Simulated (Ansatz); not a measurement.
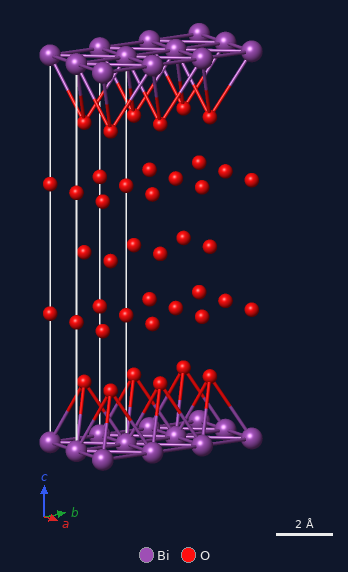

Starting structure of crystalline BiO5 (a generated structure, set up in P-6m2) (coarse preliminary run). Style: ball-and-stick. Shown: the cell of the calculation, repeated 2 × 3 × 1 with one cell outlined, slightly off an axis.

These are results of DFT PBE, scalar-relativistic, plane waves, PAW (Ansatz 0.2.0), not measurements.

Input file:
```yaml
crystal:
  lattice:
    - [2.79694181, 0.0, 0.0]
    - [-1.3984709, 2.42222266, 0.0]
    - [0.0, 0.0, 14.13375986]
  atoms:
    - { symbol: Bi, position: [0.0, 0.0, 0.0] }
    - { symbol: O, position: [0.66666667, 0.33333333, 0.834952] }
    - { symbol: O, position: [0.0, 0.0, 0.66732103] }
    - { symbol: O, position: [0.66666667, 0.33333333, 0.5] }
    - { symbol: O, position: [0.0, 0.0, 0.33267897] }
    - { symbol: O, position: [0.66666667, 0.33333333, 0.165048] }
basis:
  ecutwfc: 420
kpoints:
  mp_grid: { grid: [6, 6, 2] }
hamiltonian:
  xc: pbe
scf:
  occupations: { method: gaussian, width: 0.1 }
  lower_state_search: "off"
output:
  forces: true
  stress: true
  eigenvalues: true
relax:
  adjacent_minimum: "off"
  f_tol: 0.04
  max_steps: 70
  cell: { stress_tol: 0.4 }
```

Launched with:
```bash
ansatz run input.yaml --threads 1 --pin off --max-ram 2560MiB --backend cpu --events-out ev --progress --plain --runs-dir out
```

Predict the outcome.

The energy falls by 13.081 eV per cell of the calculation in 19 accepted moves (21 points after the start). Largest force component: 1.6 eV/Å at the start, 0.027 eV/Å at the end. Pressure: −1.67 GPa at the start and 0.25 GPa at the end. At 2 points the geometry stayed and the basis and grid were re-selected for the new cell (energy shift of 0.627 eV per cell of the calculation at most each time). The largest moves relative to the cell, 1.16 Å, are those of O3 and O5. O5 goes along +c. Bi stays in place. The drawn cell changes as follows: a = b 2.797 → 3.435 Å (+22.8 %), c 14.134 → 10.694 Å (−24.3 %); the volume changes by +14.1 %. Near-neighbour distances that change, for instance: O3–O5 4.730 → 1.261 Å, Bi1–Bi1 2.797 → 3.435 Å, Bi1–O2 2.837 → 2.349 Å. New bonds form: O3–O5 (4.73 → 1.26 Å). The space group stays P-6m2 (No. 187).

Final geometry:

```
Bi O
1.0
     3.43501    0.00000    0.00000
    -1.71750    2.97480    0.00000
     0.00000    0.00000   10.69441
Bi O
1 5
Direct
  0.00000 0.00000 0.00000
  0.66667 0.33333 0.88229
  0.00000 0.00000 0.55897
  0.66667 0.33333 0.50000
  0.00000 0.00000 0.44103
  0.66667 0.33333 0.11771
```

After the run, drawn alike:

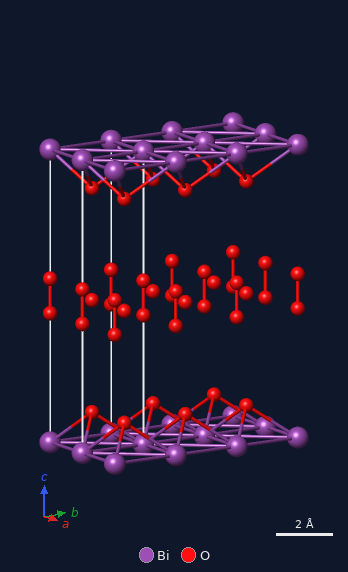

Limits of the set-up: the k-point mesh is coarse for a cell with partly filled bands; an odd number of electrons was run without spin polarisation, which fails if the electron would localise; layers or molecules are held without a dispersion correction, so their spacing is unreliable.
